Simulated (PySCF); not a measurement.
SMILES O1[SiH](O[SiH]O[SiH](O[SiH]1C)C)C (C₃H₁₃O₄Si₄), doublet at its GFN2-xTB optimised geometry (Å):

```
24

C      3.6026     0.0168     0.0000
Si     1.7129     0.0168     0.0000
O      1.2162     1.5601     0.0000
Si     0.2663     2.7629    -0.5293
O     -1.1233     2.2279    -1.1702
Si    -1.9300     1.1640    -2.0921
C     -3.3059     0.3886    -1.0510
O     -0.9463     0.0190    -2.6844
Si     0.1898    -1.1240    -2.5207
C     -0.6339    -2.7877    -2.1491
O      1.2224    -0.7835    -1.3200
H      3.9877     0.5564     0.8587
H      4.0071     0.4843    -0.8936
H      3.9882    -0.9962     0.0449
H      1.0794    -0.6147     1.1556
H      1.0103     3.4609    -1.5717
H     -2.3446     1.9047    -3.2774
H     -3.8635    -0.3386    -1.6334
H     -2.9086    -0.1206    -0.1762
H     -4.0071     1.1410    -0.7044
H      0.9708    -1.0404    -3.7495
H      0.1031    -3.5811    -2.0778
H     -1.3347    -3.0576    -2.9326
H     -1.1820    -2.7629    -1.2102
```

Level of theory: unrestricted PBE0/def2-SVP run with PySCF. Cells within 0.4 Å of a nucleus heavier than hydrogen are left out (blank, or x).

Map of the spin density (e/bohr³) on the plane z = 0.0 Å:

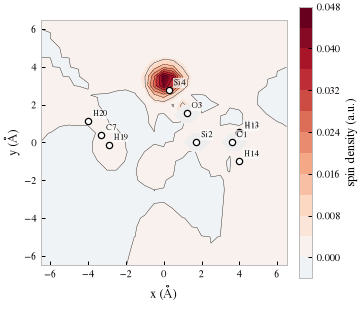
Figure. Spin density (e/bohr³) on the plane z = 0.0 Å.
